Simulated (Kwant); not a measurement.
Model system: stadium cavity between two wires in a InAs two-dimensional gas. Effective mass 0.023 mₑ, grid spacing 6.7 nm, hard walls, nominal width 80 nm (11 grid rows, so walls 80.4 nm apart), one parabolic valley, scattering region 680 nm long along x; energies count from the band bottom; Fermi energy 0.0283 eV. Cavity of radius 120 nm, straight part 150 nm, centre moved sideways by 0 nm. Perpendicular field swept from 0 to 0.37 T, none in the leads; orbital effect alone.

The device is made up for the run: typed textbook-type constants, with dimensions and the other settings drawn at random.

Computed with Kwant: effective-mass tight-binding model on a square grid, one spin, coherent transport at 0 K. Conductance is in e²/h.

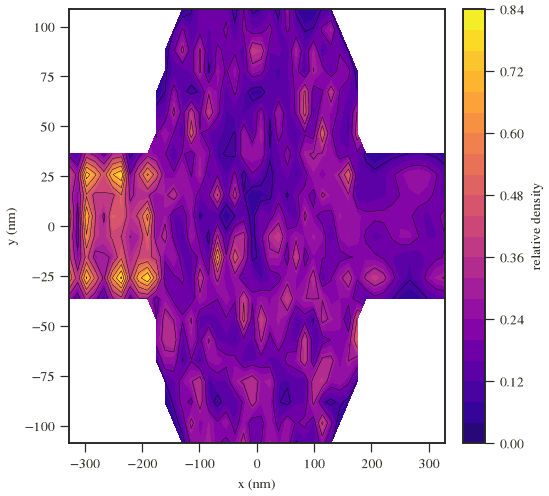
Fig. 1. Density of the scattering states that come in from the left lead, at field = 0.27854 T, in bins, relative to the largest site value

The conductance there is 1.99 e²/h with 3 open channel(s) in the leads.
